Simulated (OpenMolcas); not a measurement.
# A workflow on BSiH4OF (SMILES FBO[SiH3])

Wanted: a single-point energy (HF/ANO-R0), then the energy (CASSCF(2,2)/ANO-R1), then an energy scan (CASPT2(2,2)/ANO-R1), then the energy along one coordinate (SC-NEVPT2(2,2)/ANO-R1), then an energy scan (MC-PDFT[tPBE](2,2)/ANO-R1) of BSiH4OF. 

The results are computed with OpenMolcas 26.06.

## Step 1: The system as given

BSiH4OF: 8 atoms, total charge 0, spin state singlet. SMILES: `FBO[SiH3]`. The shape is that of a PBE0-D4/def2-TZVP optimisation. This is one conformer, not always the lowest.

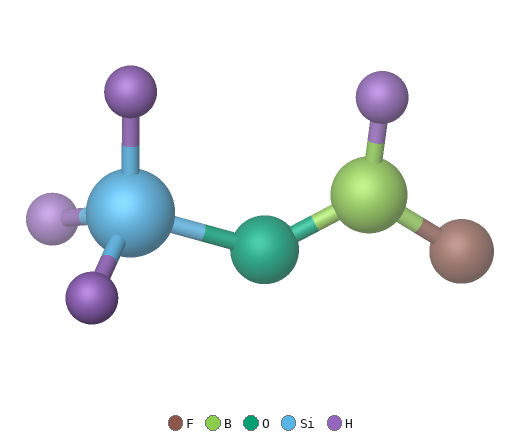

Viewed from a chosen angle; fluorine brown, boron green, oxygen teal, silicon blue, hydrogen purple.

## Step 2: The energy at HF/ANO-R0 (sfX2C) (run 1)

Input file geom.xyz:

```xyz
8

F     -1.599400    -1.699200     1.426100
B     -0.685400    -0.787600     1.133000
O     -0.487500    -0.477100    -0.157600
Si     0.521000     0.572800    -0.945400
H     -0.075300    -0.278500     2.029800
H     -0.317100     1.531000    -1.702400
H      1.370700     1.295700     0.034600
H      1.365000    -0.214300    -1.873700
```

Input file step1.inp:

```
&GATEWAY
  Coord = geom.xyz
  Basis = ANO-R0
  Group = NoSym

&SEWARD

&SCF
  PrOrbitals = 0

&LOCALISATION
  Occupied
  Freeze
  Pipek-Mezey

&LOCALISATION
  FileOrb = $Project.LocOrb
  Virtual
  Pipek-Mezey
```

On the command line:

```sh
$ export MOLCAS_MEM=1860
$ pymolcas step1.inp > step1.log
```

Log:

```text
--- Start Module: gateway ---
[...]
--- Stop Module: gateway /rc=_RC_ALL_IS_WELL_ ---
[...]
      Basis functions           28
[...]
       Convergence after  11 Iterations
[...]
::    Total SCF energy                               -490.4430667873
[...]
      Total spin, S                                     0.0000000000
[...]
      Total electronic charge=   40.000000
      Total            charge=   -0.000000
[...]
      Dipole Moment (debye):
      Origin of the operator (angstrom)=   -0.3691   -0.3872    0.1163
                   X= -2.1362E-01               Y= -1.3498E-01               Z= -7.9425E-01           Total=  8.3348E-01
      Quadrupole Moment (debye*angstrom):
[...]
--- Start Module: localisation ---
[...]
--- Stop Module: localisation /rc=_RC_ALL_IS_WELL_ ---
--- Start Module: localisation ---
[...]
--- Stop Module: localisation /rc=_RC_ALL_IS_WELL_ ---
[...]
```

Wall time 5.4 s (1 thread of Intel Xeon Platinum 8259CL at 2.50GHz (Skylake/Cascade Lake), shared host); peak memory 0.38 GiB.

## Step 3: The energy at CASSCF(2,2)/ANO-R1 (sfX2C, RICD fitting) (run 2)

geom.xyz is that of step 2.

Input file step2.input:

```
* BFH4OSi CASSCF
>>> EXPORT MOLCAS_PRINT=2

&gateway
  coord=geom.xyz
  basis=ANO-R0
  group=NoSym

&seward

&rasscf
  fileorb=$CurrDir/step1.LocOrb
  alter=2
  1 14 20
  1 21 27
  spin=1
  nactel=2 0 0
  inactive=19
  ras2=2
  orblisting=Nothing
>>> COPY $Project.RunFile RUNFIL1
>>> COPY $Project.RasOrb INPORB

&gateway
  coord=geom.xyz
  basis=ANO-R1
  group=NoSym
  ricd

&seward
>>> COPY $Project.RunFile RUNFIL2

&expbas

&rasscf
  fileorb=$Project.ExpOrb
  spin=1
  nactel=2 0 0
  inactive=19
  ras2=2
  orblisting=Nothing
```

On the command line:

```sh
$ export MOLCAS_MEM=1860
$ pymolcas step2.input > step2.log
```

Log:

```text
--- Start Module: gateway ---
[...]
      Basis functions           28
[...]
      Number of active orbitals                  2
[...]
      Spin quantum number                      0.0
[...]
      Active orbitals                            2
[...]
      Number of CSFs                             3
[...]
      Number of root(s) required                 1
[...]
      Convergence after 11 iterations
[...]
      printout of CI-coefficients larger than  0.05 for root  1
      energy=    -490.455970
      conf/sym  11     Coeff  Weight
             1  20   0.99670 0.99341
             3  02  -0.08119 0.00659
      Natural orbitals and occupation numbers for root  1
      sym 1:   1.986817   0.013183
      ************************************************************************************************************************
      *                                                    Final results                                                     *
[...]
::    RASSCF root number  1 Total energy:   -490.45596961
[...]
      Basis functions           80
[...]
      Convergence after 19 iterations
[...]
      Natural orbitals and occupation numbers for root  1
      sym 1:   1.988405   0.011595
      ************************************************************************************************************************
      *                                                    Final results                                                     *
[...]
::    RASSCF root number  1 Total energy:   -491.24018945
[...]
      Total electronic charge=   40.000000
      Total            charge=   -0.000000
[...]
      Dipole Moment (debye):
      Origin of the operator (angstrom)=   -0.3691   -0.3872    0.1163
                   X=  1.3958E+00               Y=  1.3853E+00               Z= -3.7378E-01           Total=  2.0017E+00
      Quadrupole Moment (debye*angstrom):
[...]
```

Wall time 16 s (1 thread of Intel Xeon Platinum 8259CL at 2.50GHz (Skylake/Cascade Lake), shared host); peak memory 0.38 GiB.

## Step 4: The energy along one coordinate at CASPT2(2,2)/ANO-R1 (sfX2C, RICD fitting, ipea shift 0.25 Eh, pt2 variant SS) (run 3)

Input file step3.input:

```
* BFH4OSi CASPT2
>>> EXPORT MOLCAS_PRINT=2
>>> COPY $CurrDir/step2.RasOrb $Project.RasOrb
>>> ForEach K in (1, 2, 3, 4, 5, 6, 7, 8, 9)
&GATEWAY
Coord=$CurrDir/point$K.xyz
Basis=ANO-R1
Group=NoSym
RICD
&SEWARD
&RASSCF
FileOrb=$Project.RasOrb
Spin=1
Nactel=2 0 0
Inactive=19
Ras2=2
OrbListing=Nothing
&CASPT2
Imaginary=0.2
Frozen=8
>>> EndDo
```

On the command line:

```sh
$ export MOLCAS_MEM=1860
$ pymolcas step3.input > step3.log
```

Log:

```text
[...]
      Basis functions           80
[...]
      Number of active orbitals                  2
[...]
      Spin quantum number                      0.0
[...]
      Active orbitals                            2
[...]
      Number of CSFs                             3
[...]
      Number of root(s) required                 1
[...]
      Convergence after 16 iterations
[...]
      printout of CI-coefficients larger than  0.05 for root  1
      energy=    -491.214462
      conf/sym  11     Coeff  Weight
             1  20   0.99811 0.99621
             3  02  -0.06152 0.00379
      Natural orbitals and occupation numbers for root  1
      sym 1:   1.992430   0.007570
      ************************************************************************************************************************
      *                                                    Final results                                                     *
[...]
::    RASSCF root number  1 Total energy:   -491.21446220
[...]
::    CASPT2 Root  1     Total energy:   -491.75971659
[...]
      Convergence after 14 iterations
[...]
      Natural orbitals and occupation numbers for root  1
      sym 1:   1.988396   0.011604
      ************************************************************************************************************************
      *                                                    Final results                                                     *
[...]
      Convergence after 17 iterations
[...]
      Convergence after 15 iterations
[...]
      Convergence after 12 iterations
[...]
::    RASSCF root number  1 Total energy:   -491.01887449
[...]
::    CASPT2 Root  1     Total energy:   -491.51572853
[...]
      Convergence after  9 iterations
[...]
::    RASSCF root number  1 Total energy:   -491.01302682
[...]
      Reference weight:           0.87336
[...]
::    CASPT2 Root  1     Total energy:   -491.50606402
[...]
```

Run time: 95 s. Hardware: 1 thread of Intel Xeon Platinum 8259CL at 2.50GHz (Skylake/Cascade Lake), shared host; peak memory 0.084 GiB.

The scan, from its lowest point:

```csv
B2–F1 (Å),energy (kJ/mol)
1.191,64.1
1.324,0.0
1.456,28.6
1.655,139.9
1.919,310.0
2.250,486.0
2.648,624.3
3.177,704.7
3.971,730.1
```

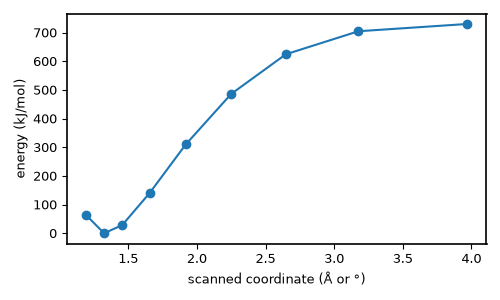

Energy along the scan.

## Step 5: An energy scan at SC-NEVPT2(2,2)/ANO-R1 (sfX2C, RICD fitting, pt2 variant SC-NEVPT2) (run 4)

Input file step4.inp:

```
>>> COPY $CurrDir/step2.RasOrb $Project.RasOrb
>>> ForEach K in (1, 2, 3, 4, 5, 6, 7, 8, 9)

&GATEWAY
 Coord=$CurrDir/point$K.xyz
 Basis=ANO-R1
 Group=NoSym
 RICD

&SEWARD

&RASSCF
 FileOrb=$Project.RasOrb
 Spin=1
 Nactel=2 0 0
 Inactive=19
 Ras2=2
 OrbListing=Nothing

&CASPT2
 SC-NEVPT2
 Frozen=8
>>> EndDo
```

On the command line:

```sh
$ export MOLCAS_MEM=1860
$ pymolcas step4.inp > step4.log
```

Log:

```text
--- Start Module: gateway ---
[...]
      Basis functions           80
[...]
      Number of active orbitals                  2
[...]
      Spin quantum number                      0.0
[...]
      Active orbitals                            2
[...]
      Number of CSFs                             3
[...]
      Number of root(s) required                 1
[...]
      Convergence after 16 iterations
[...]
      printout of CI-coefficients larger than  0.05 for root  1
      energy=    -491.214462
      conf/sym  11     Coeff  Weight
             1  20   0.99811 0.99621
             3  02  -0.06152 0.00379
      Natural orbitals and occupation numbers for root  1
      sym 1:   1.992430   0.007570
      ************************************************************************************************************************
      *                                                    Final results                                                     *
[...]
::    RASSCF root number  1 Total energy:   -491.21446220
[...]
::    SC-NEVPT2 Root  1     Total energy:   -491.75760583
[...]
      Convergence after 14 iterations
[...]
      Natural orbitals and occupation numbers for root  1
      sym 1:   1.988396   0.011604
      ************************************************************************************************************************
      *                                                    Final results                                                     *
[...]
      Convergence after 17 iterations
[...]
      Convergence after 15 iterations
[...]
      Convergence after 12 iterations
[...]
::    RASSCF root number  1 Total energy:   -491.01887449
[...]
::    SC-NEVPT2 Root  1     Total energy:   -491.51127234
[...]
      Convergence after  9 iterations
[...]
::    RASSCF root number  1 Total energy:   -491.01302682
[...]
::    SC-NEVPT2 Root  1     Total energy:   -491.50191380
[...]
```

Run time: 81 s. Hardware: 1 thread of Intel Xeon Platinum 8259CL at 2.50GHz (Skylake/Cascade Lake), shared host; peak memory 0.084 GiB.

The scan, from its lowest point:

```csv
B2–F1 (Å),energy (kJ/mol)
1.191,68.2
1.324,0.0
1.456,24.3
1.655,131.2
1.919,300.3
2.250,482.8
2.648,631.4
3.177,715.0
3.971,739.6
```

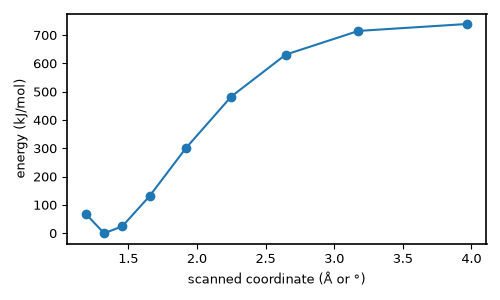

Energy along the scan.

## Step 6: An energy scan at MC-PDFT[tPBE](2,2)/ANO-R1 (sfX2C, RICD fitting) (run 5)

Input file step5.input:

```
* BFH4OSi MC-PDFT
>>> COPY $CurrDir/step2.RasOrb $Project.RasOrb
>>> ForEach K in (1, 2, 3, 4, 5, 6, 7, 8, 9)

&GATEWAY
  Coord
  $CurrDir/point$K.xyz
  Basis
  ANO-R1
  Group
  NoSym
  RICD

&SEWARD

&RASSCF
  FileOrb
  $Project.RasOrb
  Spin
  1
  Nactel
  2 0 0
  Inactive
  19
  Ras2
  2
  OrbListing
  Nothing

&MCPDFT
  KSDFT
  T:PBE
>>> EndDo
```

On the command line:

```sh
$ export MOLCAS_MEM=1860
$ pymolcas step5.input > step5.log
```

Log:

```text
--- Start Module: gateway ---
[...]
      Basis functions           80
[...]
      Number of active orbitals                  2
[...]
      Spin quantum number                      0.0
[...]
      Active orbitals                            2
[...]
      Number of CSFs                             3
[...]
      Number of root(s) required                 1
[...]
      Convergence after 16 iterations
[...]
      printout of CI-coefficients larger than  0.05 for root  1
      energy=    -491.214462
      conf/sym  11     Coeff  Weight
             1  20   0.99811 0.99621
             3  02  -0.06152 0.00379
      Natural orbitals and occupation numbers for root  1
      sym 1:   1.992430   0.007570
      ************************************************************************************************************************
      *                                                    Final results                                                     *
[...]
::    RASSCF root number  1 Total energy:   -491.21446220
[...]
::    MCPDFT root number  1 Total energy:   -492.33455282
[...]
      Convergence after 14 iterations
[...]
      Natural orbitals and occupation numbers for root  1
      sym 1:   1.988396   0.011604
      ************************************************************************************************************************
      *                                                    Final results                                                     *
[...]
      Convergence after 17 iterations
[...]
      Convergence after 15 iterations
[...]
      Convergence after 12 iterations
[...]
::    RASSCF root number  1 Total energy:   -491.01887449
[...]
::    MCPDFT root number  1 Total energy:   -492.09502149
[...]
      Convergence after  9 iterations
[...]
::    RASSCF root number  1 Total energy:   -491.01302682
[...]
::    MCPDFT root number  1 Total energy:   -492.08065592
[...]
```

Wall time 90 s (1 thread of Intel Xeon Platinum 8259CL at 2.50GHz (Skylake/Cascade Lake), shared host); peak memory 0.084 GiB.

The scan, from its lowest point:

```csv
B2–F1 (Å),energy (kJ/mol)
1.191,66.8
1.324,0.0
1.456,21.7
1.655,118.1
1.919,266.8
2.250,428.2
2.648,582.1
3.177,695.7
3.971,733.4
```

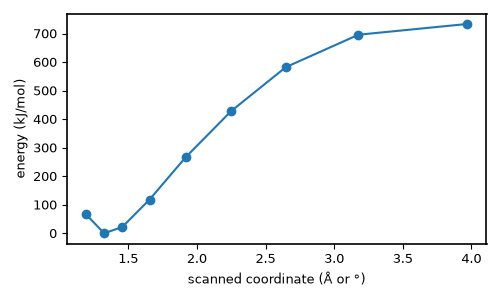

Energy along the scan.

## Step 7: What came out

| quantity | value |
| --- | --- |
| run 1, HF/ANO-R0: total energy | -490.44307 Eh |
| run 1, HF/ANO-R0: dipole moment | 0.83 D |
| run 1, HF/ANO-R0: HOMO energy | -12.85 eV |
| run 1, HF/ANO-R0: LUMO energy | 2.43 eV |
| run 1, HF/ANO-R0: HOMO–LUMO gap | 15.28 eV |
| run 2, CASSCF(2,2)/ANO-R1: total energy | -491.24019 Eh |
| run 2, CASSCF(2,2)/ANO-R1: dipole moment (CASSCF density) | 2.00 D |
| run 3, CASPT2(2,2)/ANO-R1: lowest energy of the scan | -491.78414 Eh |
| run 4, SC-NEVPT2(2,2)/ANO-R1: lowest energy of the scan | -491.78360 Eh |
| run 5, MC-PDFT[tPBE](2,2)/ANO-R1: lowest energy of the scan | -492.36000 Eh |

**Reading.** Mulliken charges (run 2, CASSCF(2,2)/ANO-R1) run from -0.43 on O3 to +0.36 on B2; they depend strongly on the basis.
